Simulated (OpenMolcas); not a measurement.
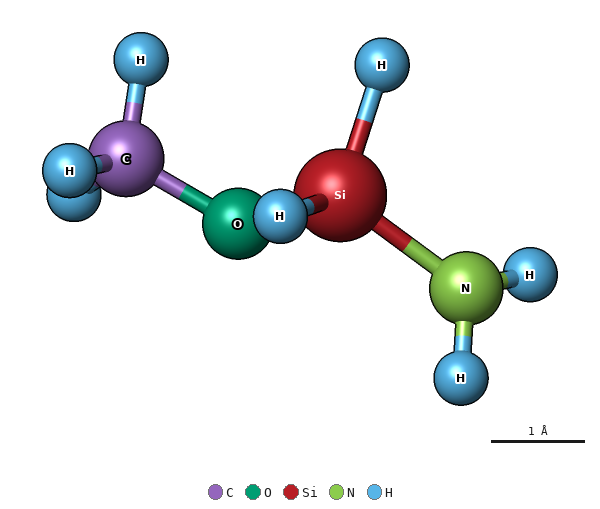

The input geometry (ball-and-stick view, seen at a tilt).

# CH₇NOSi: single-point calculation (part 1 of 3)

System: CH₇NOSi.
Method: CASSCF/ANO-R1, sfX2C (OpenMolcas 26.06).

The geometry comes from this level: PBE0-D4/def2-TZVP.

## Input file
```
* CH7NOSi CASSCF
&GATEWAY
Coord
struct.xyz
Basis
ANO-R0
Group
NoSym
&SEWARD
&RASSCF
FileOrb
$CurrDir/step1.LocOrb
Alter
2
1 17 21
1 22 30
Spin
1
Nactel
2 0 0
Inactive
20
Ras2
2
OrbListing
Nothing
>>> COPY $Project.RunFile RUNFIL1
>>> COPY $Project.RasOrb INPORB
&GATEWAY
Coord
struct.xyz
Basis
ANO-R1
Group
NoSym
RICD
&SEWARD
>>> COPY $Project.RunFile RUNFIL2
&EXPBAS
&RASSCF
FileOrb
$Project.ExpOrb
Spin
1
Nactel
2 0 0
Inactive
20
Ras2
2
OrbListing
Nothing
OrbAppear
Compact
```

## File struct.xyz
```
11

C     -0.655300     1.711900     0.500200
O     -0.610600     0.508700    -0.227100
Si     0.533800    -0.642700     0.054300
N      0.344700    -2.006900    -0.943700
H      0.258400     2.302900     0.362300
H     -1.501500     2.301200     0.142400
H     -0.790700     1.531800     1.573800
H      0.421900    -1.079900     1.472300
H      1.874600    -0.055000    -0.212100
H     -0.403400    -2.661100    -0.783300
H      0.593600    -1.968000    -1.918400
```

Run on 1 thread of Arm Neoverse V1, 24 GiB of memory available, shared host.

Launch command:
```bash
export MOLCAS_MEM=1860
pymolcas step2.input > step2.log
```

## Output
```
--- Start Module: gateway ---

                                              &GATEWAY

                       available to each process: 1.9 GB of memory, 1 thread

++    Symmetry information:
      ---------------------

                    Character Table for C1

                             E
                    a        1  x, y, xy, Rz, z, xz, Ry, yz, Rx, I
--

++    Basis set information:
      ----------------------

      Basis set label: C.ANO-R...2S1P.

      Electronic valence basis set:
      ------------------
      Associated Effective Charge   6.000000 au
      Associated Actual Charge      6.000000 au
      Nuclear Model: Finite nucleus - Gaussian distribution
        Gaussian exponent, Xi/bohr**(-2):  6.80775E+08

      Shell  nPrim  nBasis  Cartesian Spherical Contaminant
         s      12       2        X
         p       7       1        X

      Basis set label: O.ANO-R...2S1P.

      Electronic valence basis set:
      ------------------
      Associated Effective Charge   8.000000 au
      Associated Actual Charge      8.000000 au
      Nuclear Model: Finite nucleus - Gaussian distribution
        Gaussian exponent, Xi/bohr**(-2):  5.86314E+08

      Shell  nPrim  nBasis  Cartesian Spherical Contaminant
         s      13       2        X
         p       8       1        X

      Basis set label: SI.ANO-R...3S2P.

      Electronic valence basis set:
      ------------------
      Associated Effective Charge  14.000000 au
      Associated Actual Charge     14.000000 au
      Nuclear Model: Finite nucleus - Gaussian distribution
        Gaussian exponent, Xi/bohr**(-2):  4.34677E+08

      Shell  nPrim  nBasis  Cartesian Spherical Contaminant
         s      16       3        X
         p      11       2        X

      Basis set label: N.ANO-R...2S1P.

      Electronic valence basis set:
      ------------------
      Associated Effective Charge   7.000000 au
      Associated Actual Charge      7.000000 au
      Nuclear Model: Finite nucleus - Gaussian distribution
        Gaussian exponent, Xi/bohr**(-2):  6.28656E+08

      Shell  nPrim  nBasis  Cartesian Spherical Contaminant
         s      13       2        X
         p       8       1        X

      Basis set label: H.ANO-R...1S.

      Electronic valence basis set:
      ------------------
      Associated Effective Charge   1.000000 au
      Associated Actual Charge      1.000000 au
      Nuclear Model: Finite nucleus - Gaussian distribution
        Gaussian exponent, Xi/bohr**(-2):  2.12482E+09

      Shell  nPrim  nBasis  Cartesian Spherical Contaminant
         s       7       1        X
--

++    Molecular structure info:
      -------------------------

                    ************************************************
                    **** Cartesian Coordinates / bohr, angstrom ****
                    ************************************************

     Center  Label                x              y              z                     x              y              z
        1      C1              -1.238338       3.235022       0.945241             -0.655300       1.711900       0.500200
        2      O2              -1.153867       0.961304      -0.429157             -0.610600       0.508700      -0.227100
        3      SI3              1.008736      -1.214527       0.102612              0.533800      -0.642700       0.054300
        4      N4               0.651389      -3.792491      -1.783335              0.344700      -2.006900      -0.943700
        5      H5               0.488305       4.351850       0.684648              0.258400       2.302900       0.362300
        6      H6              -2.837424       4.348638       0.269097             -1.501500       2.301200       0.142400
        7      H7              -1.494206       2.894682       2.974051             -0.790700       1.531800       1.573800
        8      H8               0.797275      -2.040715       2.782244              0.421900      -1.079900       1.472300
        9      H9               3.542481      -0.103935      -0.400811              1.874600      -0.055000      -0.212100
       10      H10             -0.762316      -5.028750      -1.480222             -0.403400      -2.661100      -0.783300
       11      H11              1.121741      -3.718981      -3.625251              0.593600      -1.968000      -1.918400

                    ***************************************
                    *    InterNuclear Distances / bohr    *
                    ***************************************

               1 C1            2 O2            3 SI3           4 N4            5 H5            6 H6
    1 C1       0.000000
    2 O2       2.658176        0.000000
    3 SI3      5.055477        3.113498        0.000000
    4 N4       7.771881        5.262253        3.214093        0.000000
    5 H5       2.072802        3.928498        5.620869        8.511629        0.000000
    6 H6       2.062617        3.846551        6.765313        9.091879        3.351592        0.000000
    7 H7       2.073010        3.928818        5.603167        8.482605        3.360812        3.351864
    8 H8       5.945730        4.809591        2.812068        4.892291        6.735003        7.768576
    9 H9       5.984707        4.815726        2.811888        4.886229        5.510012        7.808800
   10 H10      8.625509        6.094161        4.493360        1.902307        9.708058        9.762254
   11 H11      8.649712        6.107248        4.492440        1.902443        9.171411        9.794254

               7 H7            8 H8            9 H9           10 H10          11 H11
    7 H7       0.000000
    8 H8       5.444798        0.000000
    9 H9       6.763846        4.628078        0.000000
   10 H10      9.119046        5.434086        6.629495        0.000000
   11 H11      9.702294        6.631579        5.415307        3.141069        0.000000

                    *******************************************
                    *    InterNuclear Distances / angstrom    *
                    *******************************************

               1 C1            2 O2            3 SI3           4 N4            5 H5            6 H6
    1 C1       0.000000
    2 O2       1.406646        0.000000
    3 SI3      2.675243        1.647592        0.000000
    4 N4       4.112702        2.784665        1.700825        0.000000
    5 H5       1.096880        2.078872        2.974436        4.504160        0.000000
    6 H6       1.091490        2.035507        3.580050        4.811215        1.773586        0.000000
    7 H7       1.096990        2.079041        2.965068        4.488801        1.778465        1.773730
    8 H8       3.146345        2.545126        1.488082        2.588889        3.564010        4.110954
    9 H9       3.166970        2.548372        1.487987        2.585681        2.915773        4.132239
   10 H10      4.564423        3.224891        2.377784        1.006658        5.137283        5.165962
   11 H11      4.577231        3.231816        2.377297        1.006730        4.853302        5.182896

               7 H7            8 H8            9 H9           10 H10          11 H11
    7 H7       0.000000
    8 H8       2.881263        0.000000
    9 H9       3.579273        2.449073        0.000000
   10 H10      4.825591        2.875595        3.508178        0.000000
   11 H11      5.134233        3.509280        2.865657        1.662182        0.000000

                    **************************************
                    *    Valence Bond Angles / degree    *
                    **************************************
                          Atom centers                 Phi
                      2 O2       1 C1       5 H5       111.68
                      2 O2       1 C1       6 H6       108.48
                      2 O2       1 C1       7 H7       111.69
                      5 H5       1 C1       6 H6       108.28
                      5 H5       1 C1       7 H7       108.32
                      6 H6       1 C1       7 H7       108.29
                      8 H8       3 SI3      9 H9       110.76
                     10 H10      4 N4      11 H11      111.29
--

            Nuclear Potential Energy            180.91558622 au

--- Stop Module: gateway /rc=_RC_ALL_IS_WELL_ ---

--- Start Module: seward ---

                                              &SEWARD

                       available to each process: 1.9 GB of memory, 1 thread

               SEWARD will generate:
                  Multipole Moment integrals up to order  2
                  Kinetic Energy integrals
                  Nuclear Attraction integrals (finite nuclei - Gaussian type)
                  One-Electron Hamiltonian integrals
                  Velocity integrals
                  Relativistic X2C integrals
                  Orbital angular momentum around (  0.0635  -0.4178  -0.2130 )
                  Velocity quadrupole around (  0.0635  -0.4178  -0.2130 )
                  Atomic mean-field integrals
                  Two-Electron Repulsion integrals

                   Integrals are discarded if absolute value <: 1.00E-14
                   Integral cutoff threshold is set to       <: 1.00E-16

            Nuclear Potential Energy            180.91558622 au

      Basis set specifications :
      Symmetry species         a
      Basis functions           31

--- Stop Module: seward /rc=_RC_ALL_IS_WELL_ ---
--- Module seward spent 1 second ---

--- Start Module: rasscf ---

                                              &RASSCF

                       available to each process: 1.9 GB of memory, 1 thread

      Header of the ONEINT file:
      --------------------------

      OrdInt status: non-squared

      Cartesian coordinates in angstrom:
      -----------------------------------------------------
      No.  Label        X            Y            Z
      -----------------------------------------------------
       1   C1        -0.65530000   1.71190000   0.50020000
       2   O2        -0.61060000   0.50870000  -0.22710000
       3   SI3        0.53380000  -0.64270000   0.05430000
       4   N4         0.34470000  -2.00690000  -0.94370000
       5   H5         0.25840000   2.30290000   0.36230000
       6   H6        -1.50150000   2.30120000   0.14240000
       7   H7        -0.79070000   1.53180000   1.57380000
       8   H8         0.42190000  -1.07990000   1.47230000
       9   H9         1.87460000  -0.05500000  -0.21210000
      10   H10       -0.40340000  -2.66110000  -0.78330000
      11   H11        0.59360000  -1.96800000  -1.91840000
      -----------------------------------------------------
      Nuclear repulsion energy =  180.91558622

++    Wave function specifications:
      -----------------------------

      Number of closed shell electrons          40
      Number of electrons in active shells       2
      Max number of holes in RAS1 space          0
      Max nr of electrons in RAS3 space          0
      Number of inactive orbitals               20
      Number of active orbitals                  2
      Number of secondary orbitals               9
      Spin quantum number                      0.0
      State symmetry                             1
--

++    Orbital specifications:
      -----------------------

      Symmetry species                           1
                                                 a
      Frozen orbitals                            0
      Inactive orbitals                         20
      Active orbitals                            2
      RAS1 orbitals                              0
      RAS2 orbitals                              2
      RAS3 orbitals                              0
      Secondary orbitals                         9
      Deleted orbitals                           0
      Number of basis functions                 31
--

++    CI expansion specifications:
      ----------------------------

      Number of CSFs                             3
      Number of spin combinations                3
      Number of determinants                     4
      Number of root(s) required                 1
      Root chosen for geometry opt.              1
      CI root used                               1

      highest root included in the CI            1
      max. size of the explicit Hamiltonian      3
--

++    Optimization specifications:
      ----------------------------

      RASSCF algorithm: Conventional
      Maximum number of macro iterations       200
      Maximum number of SX iterations          100
      Threshold for RASSCF energy            1.000E-08
      Threshold for max MO rotation          1.000E-01
      Threshold for max BLB element          1.000E-04
      Level shift parameter                  5.000E-01
      Make Quasi-Newton update
--

      The MO-coefficients are taken from the file:
      step1.LocOrb
      Title:Localised orbitals

      Total molecular charge    0.00

      Molecular orbitals exchanged:
        In symmetry  1 :  17  21
        In symmetry  1 :  22  30

      ************************************************************************************************************************
      *                                            Wave function control section                                             *
      ************************************************************************************************************************

                                         RASSCF iterations: Energy and convergence statistics
                                         ----------------------------------------------------
```
